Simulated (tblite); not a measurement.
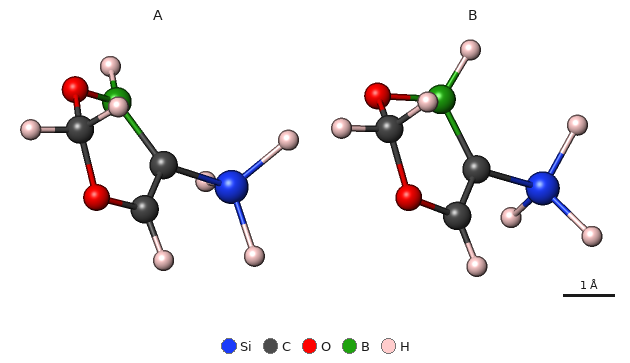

Two geometries of C₃H₇BO₂Si, drawn at one scale. One is the start of a relaxation, the other its converged end. Style: ball-and-stick. Shown from a free direction.

Level of theory: GFN2-xTB geometry optimisation, gas phase in tblite 0.8.0. 

Q: Which geometry has the lower energy?

A: Structure A is the relaxed one. The largest move after the best rigid fit is that of an H atom, 1.19 Å. By element the largest moves are H 1.19 Å, O 0.31 Å, B 0.21 Å, C 0.16 Å, Si 0.10 Å. Some distances before and after: B–O 1.483 → 1.347 Å, C–O 1.414 → 1.362 Å, C–O 1.421 → 1.393 Å, C–Si 1.857 → 1.873 Å. Among the angles between lasting bonds that change: C–O–B 107.9° → 119.2°, O–C–H 119.4° → 109.7°, C–C–O 118.6° → 125.0°. Groups turn about B–O by about 50°, C–Si by about 40°, C–O by about 25°. The energy falls by 96.4 kJ/mol in 110 geometry steps. The run took 1 s on 1 thread of Arm Neoverse N1, with other jobs on the host.
